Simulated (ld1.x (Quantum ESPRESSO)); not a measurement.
**Pseudopotential generation: Sr (part 2 of 2)**

The same run, continued: strontium (Sr, Z = 38), core [Ar] 3d10, reference valence 4s2 4p6 4d0 5s2 5p0, valence charge 10. Method: RRKJ potential, PBEsol, non-relativistic, made with ld1.x (Quantum ESPRESSO) 7.5.

### Output of the test run (extracts), continued
```
     ---------------------- Testing the pseudopotential ----------------------

     Sr

     atomic number is 38.00   valence charge is 10.00
     dft =PBESOL   lsd =0 sic =0 latt =0  beta=0.20 tr2=1.0E-14
     mesh =1221 r(mesh) = 100.72700 xmin = -7.00 dx = 0.01250

     n l     nl             e AE (Ry)        e PS (Ry)    De AE-PS (Ry)
     1 0     4S   1( 1.00)       -3.81461       -3.80498       -0.00963  !
     2 1     4P   1( 6.00)       -2.54738       -2.54280       -0.00458
     3 2     4D   1( 0.00)       -0.77233       -0.76931       -0.00303
     2 0     5S   1( 2.00)       -0.73090       -0.74100        0.01011  !
     3 1     5P   1( 0.00)       -0.48631       -0.49642        0.01011  !

     eps = 6.6E-12  iter =201

     Etot =   -6258.857169 Ry,   -3129.428584 Ha,  -85156.089941 eV
     Etotps =   -57.800248 Ry,     -28.900124 Ha,    -786.412438 eV
     dEtot_ae =       3.351460 Ry
     dEtot_ps =       3.346817 Ry,   Delta E=       0.004643 Ry

     Ekin =      17.798388 Ry,       8.899194 Ha,     242.159401 eV
     Encl =    -108.138079 Ry,     -54.069040 Ha,   -1471.293520 eV
     Ehrt =      39.466471 Ry,      19.733235 Ha,     536.968689 eV
     Ecxc =      -7.278970 Ry,      -3.639485 Ha,     -99.035426 eV
     Epseu=       0.351942 Ry,       0.175971 Ha,       4.788418 eV

     ---------------------- End of pseudopotential test ----------------------

     ---------------------- Testing the pseudopotential ----------------------

     Sr

     atomic number is 38.00   valence charge is 10.00
     dft =PBESOL   lsd =0 sic =0 latt =0  beta=0.20 tr2=1.0E-14
     mesh =1221 r(mesh) = 100.72700 xmin = -7.00 dx = 0.01250

     n l     nl             e AE (Ry)        e PS (Ry)    De AE-PS (Ry)
     1 0     4S   1( 2.00)       -3.45427       -3.45703        0.00276
     2 1     4P   1( 6.00)       -2.22577       -2.22865        0.00288
     3 2     4D   1( 0.00)       -0.58009       -0.58270        0.00262
     2 0     5S   1( 0.00)       -0.64430       -0.65398        0.00968  !
     3 1     5P   1( 1.00)       -0.44196       -0.44859        0.00663  !

     eps = 1.6E-12  iter =201

     Etot =   -6261.578303 Ry,   -3130.789152 Ha,  -85193.112856 eV
     Etotps =   -60.506252 Ry,     -30.253126 Ha,    -823.229495 eV
     dEtot_ae =       0.630325 Ry
     dEtot_ps =       0.640813 Ry,   Delta E=      -0.010487 Ry

     Ekin =      17.361048 Ry,       8.680524 Ha,     236.209092 eV
     Encl =    -112.627974 Ry,     -56.313987 Ha,   -1532.381656 eV
     Ehrt =      42.141664 Ry,      21.070832 Ha,     573.366545 eV
     Ecxc =      -7.825635 Ry,      -3.912818 Ha,    -106.473189 eV
     Epseu=       0.444646 Ry,       0.222323 Ha,       6.049712 eV

     ---------------------- End of pseudopotential test ----------------------

     ---------------------- Testing the pseudopotential ----------------------

     Sr

     atomic number is 38.00   valence charge is 10.00
     dft =PBESOL   lsd =0 sic =0 latt =0  beta=0.20 tr2=1.0E-14
     mesh =1221 r(mesh) = 100.72700 xmin = -7.00 dx = 0.01250

     n l     nl             e AE (Ry)        e PS (Ry)    De AE-PS (Ry)
     1 0     4S   1( 2.00)       -3.77059       -3.76668       -0.00392
     2 1     4P   1( 5.00)       -2.50954       -2.50850       -0.00104
     3 2     4D   1( 0.00)       -0.75334       -0.75195       -0.00138
     2 0     5S   1( 2.00)       -0.72711       -0.73728        0.01017  !
     3 1     5P   1( 0.00)       -0.48472       -0.49449        0.00977  !

     eps = 9.2E-13  iter =201

     Etot =   -6260.121328 Ry,   -3130.060664 Ha,  -85173.289702 eV
     Etotps =   -59.060446 Ry,     -29.530223 Ha,    -803.558304 eV
     dEtot_ae =       2.087300 Ry
     dEtot_ps =       2.086619 Ry,   Delta E=       0.000682 Ry

     Ekin =      16.644650 Ry,       8.322325 Ha,     226.462001 eV
     Encl =    -108.683241 Ry,     -54.341621 Ha,   -1478.710828 eV
     Ehrt =      39.738042 Ry,      19.869021 Ha,     540.663609 eV
     Ecxc =      -7.341879 Ry,      -3.670940 Ha,     -99.891359 eV
     Epseu=       0.581982 Ry,       0.290991 Ha,       7.918273 eV

     ---------------------- End of pseudopotential test ----------------------

     ---------------------- Testing the pseudopotential ----------------------

     Sr

     atomic number is 38.00   valence charge is 10.00
     dft =PBESOL   lsd =0 sic =0 latt =0  beta=0.20 tr2=1.0E-14
     mesh =1221 r(mesh) = 100.72700 xmin = -7.00 dx = 0.01250

     n l     nl             e AE (Ry)        e PS (Ry)    De AE-PS (Ry)
     1 0     4S   1( 2.00)       -2.99975       -2.99902       -0.00073
     2 1     4P   1( 6.00)       -1.77468       -1.77403       -0.00065
     3 2     4D   1( 0.00)       -0.17751       -0.17719       -0.00032
     2 0     5S   1( 1.00)       -0.30005       -0.30580        0.00574  !
     3 1     5P   1( 1.00)       -0.13531       -0.13820        0.00289

     eps = 5.3E-13  iter =201

     Etot =   -6262.046779 Ry,   -3131.023390 Ha,  -85199.486803 eV
     Etotps =   -60.982366 Ry,     -30.491183 Ha,    -829.707363 eV
     dEtot_ae =       0.161849 Ry
     dEtot_ps =       0.164698 Ry,   Delta E=      -0.002849 Ry

     Ekin =      17.523723 Ry,       8.761861 Ha,     238.422397 eV
     Encl =    -117.234499 Ry,     -58.617249 Ha,   -1595.056610 eV
     Ehrt =      46.355231 Ry,      23.177615 Ha,     630.695044 eV
     Ecxc =      -8.102844 Ry,      -4.051422 Ha,    -110.244807 eV
     Epseu=       0.476022 Ry,       0.238011 Ha,       6.476612 eV

     ---------------------- End of pseudopotential test ----------------------
```

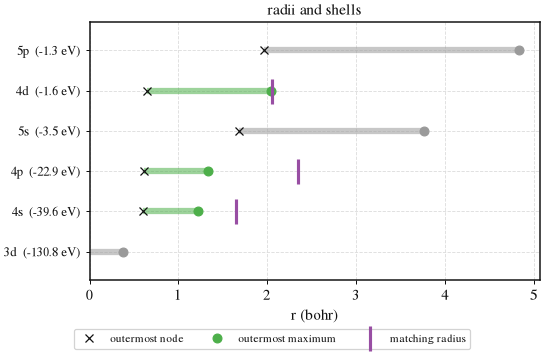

Outer shells of the all-electron reference atom: each bar runs from the outermost node (or the nucleus) to the outermost maximum of u(r); the tick is the radius chosen for the pseudo-wave. Shells without a tick have no pseudo-wave of their own. Levels, nodes and maxima are from ld1.x, non-relativistic.

- Radii against the shells: 4s: 1.65 bohr, outside the maximum; 4p: 2.35 bohr, outside the maximum; 4d: 2.05 bohr, outside the maximum.

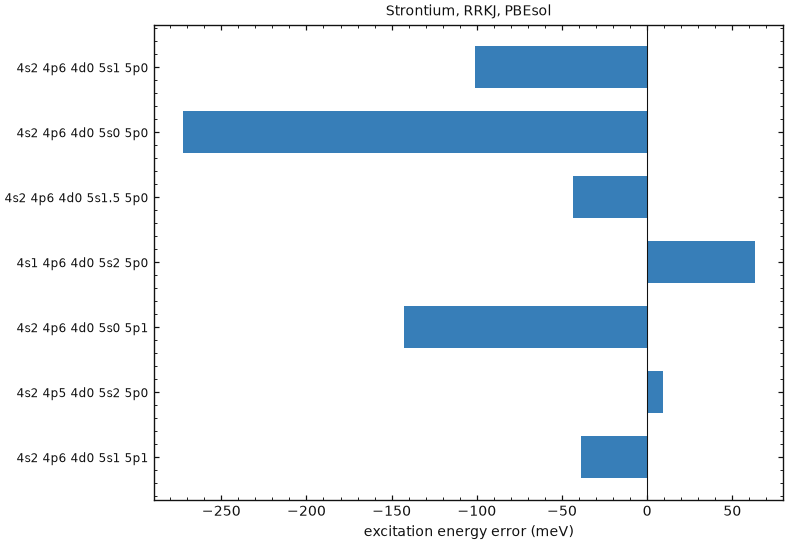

Errors, all-electron minus pseudo, of the energies of valence configurations relative to the unpolarised reference 4s2 4p6 4d0 5s2 5p0.

- Worst configuration: 4s2 4p6 4d0 5s0 5p0 (charge +2): the error is -273 meV on an all-electron energy of +16.53 eV relative to the reference, or 1.6 %.
- Configurations within 10 meV and within 50 meV: 1 and 3 of 7.

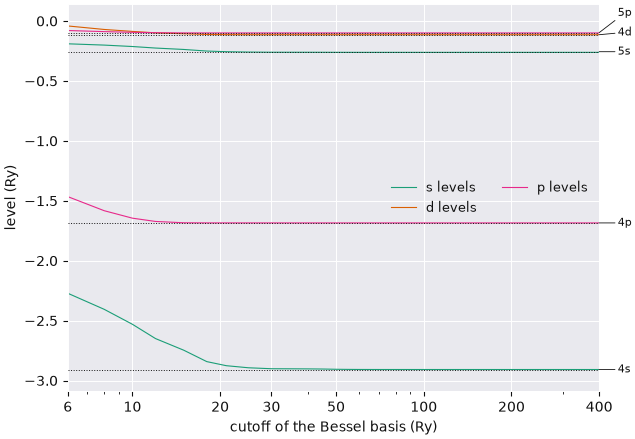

The pseudo-atom Hamiltonian at the reference potential is diagonalised in spherical Bessel functions (20 bohr box) up to the cutoff. Curves: the lowest levels of each channel that holds a bound state. Dotted lines: the all-electron valence levels.

- Ghost states: no ghost state below the valence levels in the s, d, f, p channels. The curves of the valence states settle on the dotted lines.
- All-electron valence levels: 4s: -2.91 Ry; 5s: -0.26 Ry; 4d: -0.11 Ry; 4p: -1.68 Ry; 5p: -0.10 Ry.

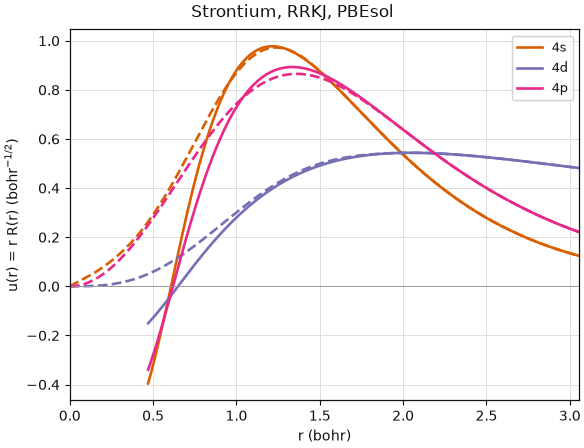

Partial waves u(r) = r R(r), all-electron (solid) and pseudo (dashed). The innermost oscillations of some all-electron curves aren't drawn. Reference configuration 4s2 4p6 4d0 5s2 5p0.

- Matching radii: 4s at 1.65 bohr; 4d at 2.05 bohr; 4p at 2.35 bohr. The curves merge smoothly, so the plot gives these only roughly.
- Nodes of the pseudo-waves: 4s has no node; 4d has no node; 4p has no node.

### Key numbers

- outcome: generated
- cutoffs needed: 45 Ry and 60 Ry (the cutoffs, on a coarse ladder, from which the occupation-weighted sum of valence levels, in a spherical-Bessel basis at the reference potential, stays within 10 and 1 mRy of its value at 400 Ry); ghost states and empty shells don't enter this sum
- ghost test: no ghost state below the valence levels in the s, d, f, p channels (spherical-Bessel basis up to 400 Ry, 20 bohr box)
- largest excitation error: -273 meV (all-electron minus pseudo) for 4s2 4p6 4d0 5s0 5p0, out of 7 test configurations
- range over which the phases arctan(r u′/u) at the test radius agree within 0.05 rad (a looser test near the poles than one of phase shifts): s: up to about 0.3 Ry; p: up to about 0.7 Ry; d: up to about 2.0 Ry; f: up to about 1.2 Ry
- wall time: 2.8 s

### Notes

The scattering phases part by more than π/2 and stay apart in f from about 4.1 Ry: a level there is either far displaced or one that only the pseudo-atom has. Warnings of the program, in the generation or the tests: convergence not achieved.
